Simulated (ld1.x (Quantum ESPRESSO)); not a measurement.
**Run report: Fe, pseudopotential generation (part 2 of 2)**

Continued. System: iron (Fe, Z = 26), core [Ne], reference valence 3s2 3p6 3d6 4s2 4p0, valence charge 16. Method: TM potential, PBE, scalar-relativistic, made with ld1.x (Quantum ESPRESSO) 7.5.

Output of the test run (extracts), continued:
```
     ---------------------- Testing the pseudopotential ----------------------

     Fe
     scalar relativistic calculation

     atomic number is 26.00   valence charge is 16.00
     dft =PBE   lsd =0 sic =0 latt =0  beta=0.20 tr2=1.0E-14
     mesh =1191 r(mesh) = 101.18024 xmin = -7.00 dx = 0.01250

     n l     nl             e AE (Ry)        e PS (Ry)    De AE-PS (Ry)
     1 0     3S   1( 2.00)       -7.14954       -7.16666        0.01712  !
     2 1     3P   1( 6.00)       -4.65294       -4.66901        0.01607  !
     3 2     3D   1( 6.00)       -0.78198       -0.79695        0.01497  !
     2 0     4S   1( 0.00)       -0.53031       -0.56252        0.03220  !
     3 1     4P   1( 2.00)       -0.20297       -0.20262       -0.00035

     eps = 7.7E-15  iter = 16

     Etot =   -2544.280874 Ry,   -1272.140437 Ha,  -34616.704793 eV
     Etotps =  -249.254586 Ry,    -124.627293 Ha,   -3391.281404 eV
     dEtot_ae =       0.621439 Ry
     dEtot_ps =       0.674955 Ry,   Delta E=      -0.053516 Ry

     Ekin =     133.774164 Ry,      66.887082 Ha,    1820.090229 eV
     Encl =    -544.520235 Ry,    -272.260117 Ha,   -7408.575212 eV
     Ehrt =     207.444660 Ry,     103.722330 Ha,    2822.428383 eV
     Ecxc =     -28.295577 Ry,     -14.147788 Ha,    -384.980934 eV
     (Ecc =      -1.437366 Ry,      -0.718683 Ha,     -19.556360 eV)
     Epseu=     -17.657599 Ry,      -8.828799 Ha,    -240.243870 eV

     ---------------------- End of pseudopotential test ----------------------

     ---------------------- Testing the pseudopotential ----------------------

     Fe
     scalar relativistic calculation

     atomic number is 26.00   valence charge is 16.00
     dft =PBE   lsd =0 sic =0 latt =0  beta=0.20 tr2=1.0E-14
     mesh =1191 r(mesh) = 101.18024 xmin = -7.00 dx = 0.01250

     n l     nl             e AE (Ry)        e PS (Ry)    De AE-PS (Ry)
     1 0     3S   1( 2.00)       -7.64621       -7.68419        0.03798  !
     2 1     3P   1( 6.00)       -5.15004       -5.18683        0.03679  !
     3 2     3D   1( 6.00)       -1.27677       -1.31237        0.03560  !
     2 0     4S   1( 0.00)       -0.97030       -1.03134        0.06104  !
     3 1     4P   1( 1.00)       -0.59405       -0.62406        0.03001  !

     eps = 3.0E-15  iter = 18

     Etot =   -2543.889275 Ry,   -1271.944637 Ha,  -34611.376809 eV
     Etotps =  -248.849557 Ry,    -124.424779 Ha,   -3385.770709 eV
     dEtot_ae =       1.013039 Ry
     dEtot_ps =       1.079984 Ry,   Delta E=      -0.066945 Ry

     Ekin =     133.694953 Ry,      66.847476 Ha,    1819.012498 eV
     Encl =    -536.329166 Ry,    -268.164583 Ha,   -7297.130039 eV
     Ehrt =     199.530225 Ry,      99.765112 Ha,    2714.747004 eV
     Ecxc =     -27.936378 Ry,     -13.968189 Ha,    -380.093786 eV
     (Ecc =      -1.437366 Ry,      -0.718683 Ha,     -19.556360 eV)
     Epseu=     -17.809191 Ry,      -8.904595 Ha,    -242.306386 eV

     ---------------------- End of pseudopotential test ----------------------

     ---------------------- Testing the pseudopotential ----------------------

     Fe
     scalar relativistic calculation

     atomic number is 26.00   valence charge is 16.00
     dft =PBE   lsd =0 sic =0 latt =0  beta=0.20 tr2=1.0E-14
     mesh =1191 r(mesh) = 101.18024 xmin = -7.00 dx = 0.01250

     n l     nl             e AE (Ry)        e PS (Ry)    De AE-PS (Ry)
     1 0     3S   1( 2.00)       -8.01781       -8.01866        0.00085
     2 1     3P   1( 6.00)       -5.50615       -5.50642        0.00027
     3 2     3D   1( 5.00)       -1.58249       -1.58207       -0.00042
     2 0     4S   1( 2.00)       -1.03275       -1.07900        0.04625  !
     3 1     4P   1( 0.00)       -0.62443       -0.63917        0.01473  !

     eps = 5.8E-15  iter = 19

     Etot =   -2543.858154 Ry,   -1271.929077 Ha,  -34610.953398 eV
     Etotps =  -248.884405 Ry,    -124.442203 Ha,   -3386.244838 eV
     dEtot_ae =       1.044159 Ry
     dEtot_ps =       1.045136 Ry,   Delta E=      -0.000977 Ry

     Ekin =     127.649069 Ry,      63.824535 Ha,    1736.754063 eV
     Encl =    -529.728460 Ry,    -264.864230 Ha,   -7207.322866 eV
     Ehrt =     195.205527 Ry,      97.602763 Ha,    2655.906494 eV
     Ecxc =     -27.437882 Ry,     -13.718941 Ha,    -373.311408 eV
     (Ecc =      -1.437366 Ry,      -0.718683 Ha,     -19.556360 eV)
     Epseu=     -14.572659 Ry,      -7.286329 Ha,    -198.271122 eV

     ---------------------- End of pseudopotential test ----------------------

     ---------------------- Testing the pseudopotential ----------------------

     Fe
     scalar relativistic calculation

     atomic number is 26.00   valence charge is 16.00
     dft =PBE   lsd =0 sic =0 latt =0  beta=0.20 tr2=1.0E-14
     mesh =1191 r(mesh) = 101.18024 xmin = -7.00 dx = 0.01250

     n l     nl             e AE (Ry)        e PS (Ry)    De AE-PS (Ry)
     1 0     3S   1( 2.00)       -8.09543       -8.09291       -0.00252
     2 1     3P   1( 5.00)       -5.58243       -5.57760       -0.00483
     3 2     3D   1( 6.00)       -1.64301       -1.64359        0.00058
     2 0     4S   1( 2.00)       -1.04118       -1.08794        0.04676  !
     3 1     4P   1( 0.00)       -0.62827       -0.64248        0.01421  !

     eps = 8.5E-15  iter = 15

     Etot =   -2539.928009 Ry,   -1269.964004 Ha,  -34557.481041 eV
     Etotps =  -244.955104 Ry,    -122.477552 Ha,   -3332.783980 eV
     dEtot_ae =       4.974305 Ry
     dEtot_ps =       4.974437 Ry,   Delta E=      -0.000132 Ry

     Ekin =     135.608655 Ry,      67.804328 Ha,    1845.049751 eV
     Encl =    -528.139704 Ry,    -264.069852 Ha,   -7185.706734 eV
     Ehrt =     194.266780 Ry,      97.133390 Ha,    2643.134186 eV
     Ecxc =     -27.308638 Ry,     -13.654319 Ha,    -371.552954 eV
     (Ecc =      -1.437366 Ry,      -0.718683 Ha,     -19.556360 eV)
     Epseu=     -19.382197 Ry,      -9.691099 Ha,    -263.708230 eV

     ---------------------- End of pseudopotential test ----------------------
```

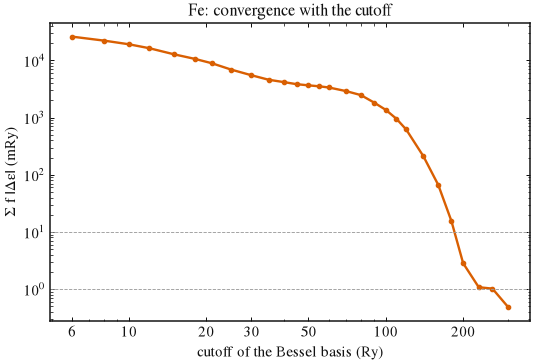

*The pseudo-atom Hamiltonian at the reference potential is diagonalised in spherical Bessel functions (20 bohr box) up to the cutoff. Curve: occupation-weighted sum of the valence levels' distances from their values at 400 Ry.*

- Cutoffs for 10 and 1 mRy in the occupation-weighted sum of levels: 200 Ry and 300 Ry, on the ladder of cutoffs that was run.
- Error at 140 Ry: about 210 mRy. The potential isn't sound: the pseudo-atom misses its own reference levels by up to 0.28 eV.

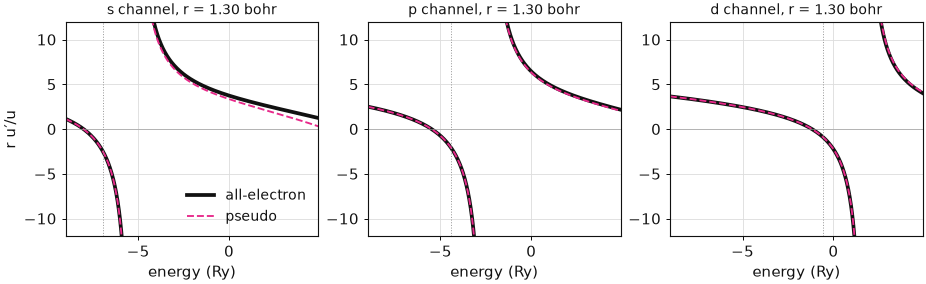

*Logarithmic derivatives r u′/u at the test radius against energy, all-electron atom (solid) and pseudo-atom (dashed). Here u = r R(r). The dotted line marks the reference energy of the channel.*

- Poles, where the radial function vanishes at the test radius: s: all-electron at -5.2 Ry, pseudo at -5.3 Ry; p: all-electron at -2.4 Ry, pseudo at -2.5 Ry; d: all-electron at 1.8 Ry, pseudo at 1.8 Ry.
- Zeros of the logarithmic derivative: s: all-electron -8.0 Ry, pseudo -8.0 Ry; p: all-electron -5.5 Ry, pseudo -5.5 Ry; d: all-electron -1.2 Ry, pseudo -1.2 Ry.
- Ghost states: the plot shows none: pseudo and all-electron curves have the same branches in all channels drawn. The separate test gives: no ghost state below the valence levels in the s, d, p, f channels.

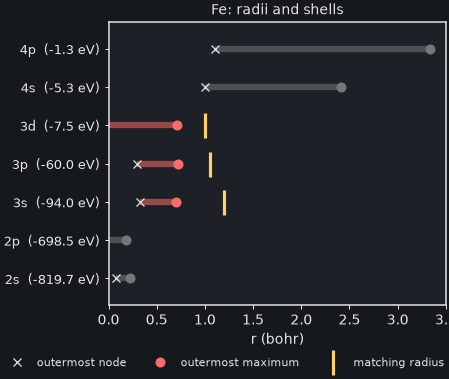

*Outer shells of the all-electron reference atom: each bar runs from the outermost node (or the nucleus) to the outermost maximum of u(r); the tick is the radius chosen for the pseudo-wave. Shells without a tick have no pseudo-wave of their own. Levels, nodes and maxima are from ld1.x, scalar-relativistic.*

- Radii against the shells: 3s: 1.20 bohr, outside the maximum; 3p: 1.05 bohr, outside the maximum; 3d: 1.00 bohr, outside the maximum.

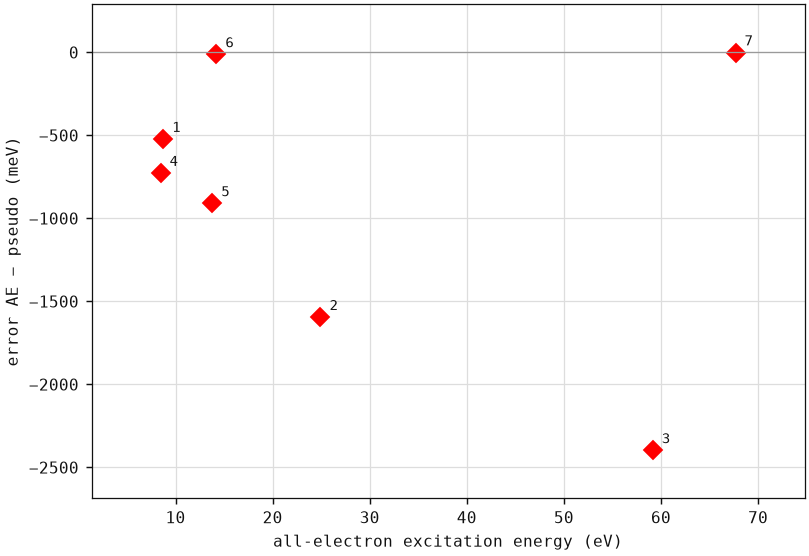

*Errors, all-electron minus pseudo, of the energies of valence configurations relative to the unpolarised reference 3s2 3p6 3d6 4s2 4p0. Points: 1 = 3s2 3p6 3d6 4s1 4p0; 2 = 3s2 3p6 3d6 4s0 4p0; 3 = 3s2 3p6 3d5 4s0 4p0; 4 = 3s2 3p6 3d6 4s0 4p2; 5 = 3s2 3p6 3d6 4s0 4p1; 6 = 3s2 3p6 3d5 4s2 4p0; 7 = 3s2 3p5 3d6 4s2 4p0.*

- Worst configuration: 3s2 3p6 3d5 4s0 4p0 (charge +3): the error is -2398 meV on an all-electron energy of +59.16 eV relative to the reference, or 4.1 %. Note that the pseudo-atom misses its own reference levels by up to 0.28 eV.
- Errors in meV: 3s2 3p6 3d6 4s1 4p0: -523; 3s2 3p6 3d6 4s0 4p0: -1596; 3s2 3p6 3d5 4s0 4p0: -2398; 3s2 3p6 3d6 4s0 4p2: -728; 3s2 3p6 3d6 4s0 4p1: -911; 3s2 3p6 3d5 4s2 4p0: -13; 3s2 3p5 3d6 4s2 4p0: -1.8.

Outcome of the run: generated; the pseudo-atom misses its reference levels by up to 0.28 eV (4s, which has no pseudo-wave of its own).
